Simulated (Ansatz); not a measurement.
**Generalised stacking-fault energy along a line for NaF (rock salt)**

NaF (rock salt) is sheared across one {110} plane: the third cell vector gains the shift, so faults repeat every 4.9 Å. The cut lies between planes 1.62 Å apart; the cell height is held.

```
NaF
1.0
    3.24880     0.00000     0.00000
    0.00000     4.59450     0.00000
    1.62440     2.29725     4.87321
F Na
3 3
Direct
  0.00000   0.00000   0.83333
  0.33333   0.33333   0.16667
  0.66667   0.66667   0.50000
  0.33333   0.83333   0.16667
  0.66667   0.16667   0.50000
  0.00000   0.50000   0.83333
```

In-plane vectors a = (3.249, 0.000) Å, b = (0.000, 4.595) Å, area 14.93 Å². The shift is s times the vector a (length 3.249 Å), so s = 1 restores the start. Atoms relax along the normal only. γ = [E(shift) − E(0)] / area.

All values below come from r2SCAN (plane waves to 500 eV, PAW, scalar-relativistic; Ansatz, an electronic-structure program). k mesh 9×9×9 (Γ-centred), Fermi-Dirac smearing 0.05 eV. Energies are extrapolated to zero smearing. Stress and pressure are positive under compression. Some relaxations began with atoms very close together and may have settled on another branch. Faults lie only 4.9 Å apart, and holding the cell height raises γ above its relaxed value. NaF was relaxed with its symmetry unable to fall. γ is measured from zero shift.

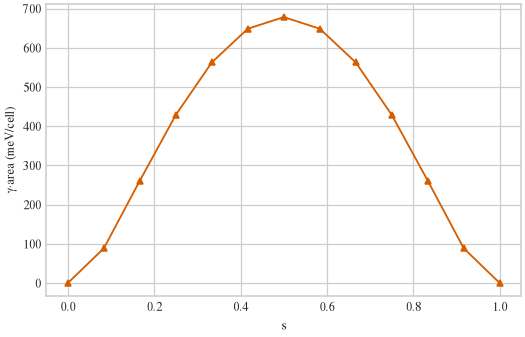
Fig. 1. γ·area (meV/cell) against s; computed points joined by lines (the last repeats the first, one period on).

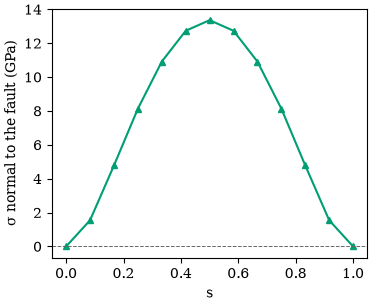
Figure. σ normal to the fault (GPa) against s; one marker a computed point (the last repeats the first, one period on).

The steepest slope dγ/d(shift) before the first maximum (spline) comes out as 7.2 GPa and the highest computed γ on the line comes out as 728 mJ/m². Position of the highest point: s = 0.500. Local minima between the ends: no computed point is one.

A slope of 1 mJ/m² per Å is 0.01 GPa.

(The slope of γ gives the shear force per area between the displaced halves; near zero shift its curvature is an elastic stiffness.)
